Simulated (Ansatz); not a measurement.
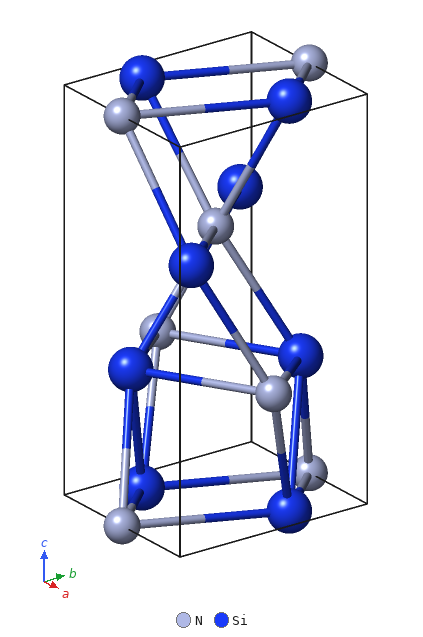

A ball-and-stick rendering, viewed slightly off an axis. Lines trace the edges of the simulation cell.

```yaml
crystal:
  lattice:
    - [4.54182, 0.00000, 0.00000]
    - [-2.27091, 3.93333, 0.00000]
    - [0.00000, 0.00000, 6.23753]
  atoms:
    - { symbol: N, position: [0.50000, 0.00000, 0.00000] }
    - { symbol: N, position: [0.50000, 0.50000, 0.66667] }
    - { symbol: N, position: [0.00000, 0.50000, 0.33333] }
    - { symbol: Si, position: [0.15897, 0.31794, 0.00000] }
    - { symbol: Si, position: [0.84103, 0.15897, 0.66667] }
    - { symbol: Si, position: [0.68206, 0.84103, 0.33333] }
    - { symbol: Si, position: [0.84103, 0.68206, 0.00000] }
    - { symbol: Si, position: [0.15897, 0.84103, 0.66667] }
    - { symbol: Si, position: [0.31794, 0.15897, 0.33333] }
```

The calculation used DFT, PAW plane waves, PBE (Ansatz 0.2.0), with an energy cutoff of 420 eV, Brillouin-zone sampling on a 9×9×6 mesh, Gaussian smearing of 0.059 eV, no spin polarisation.

Question: How charged are the atoms, by the Bader scheme?

Answer: Si +0.55 e; N -1.10 e.

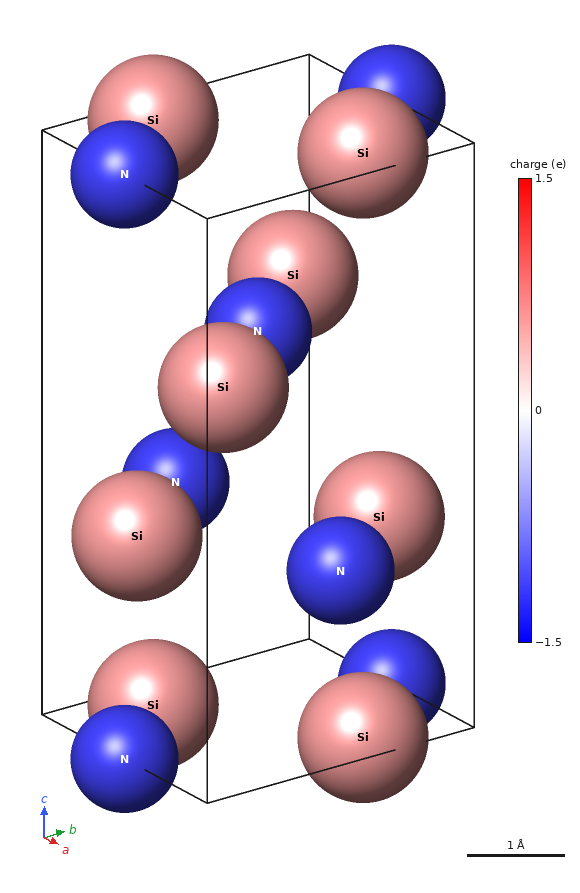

The atoms coloured by those charges.

Shown is a generated cell, made by putting these elements into a known structure type (the compound may or may not exist in this form), as it stood before any relaxation. It went into a calculation with Ansatz.

At this level of theory the cell isn't at rest (stretched, at -8 GPa and forces up to 1.1 eV/Å), so its distances can differ from those at equilibrium, the more so the softer the solid.
